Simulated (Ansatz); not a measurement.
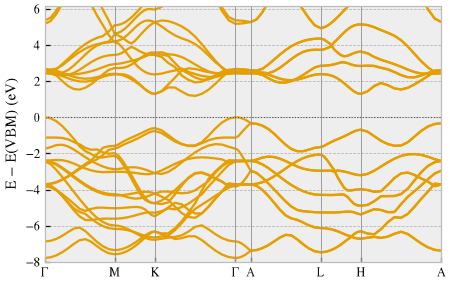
Figure. Band structure from r²SCAN+D4 (plane waves, PAW; program Ansatz)

Read off the gap and where the band edges lie.

About 1.2 eV (1.18 eV by a search for the band edges); maximum at Γ, minimum on the K–Γ line, 48 % of the way from K.

The material is WS$_{2}$ in space group P6_3/mmc (No. 194; W on 2c, S on 4f).

The cell was relaxed with r²SCAN+D4 under the symmetry of its start. No spin polarisation was allowed. Spin–orbit coupling is left out wherever it is not named.

Potentials: the later of the program's two PAW sets.
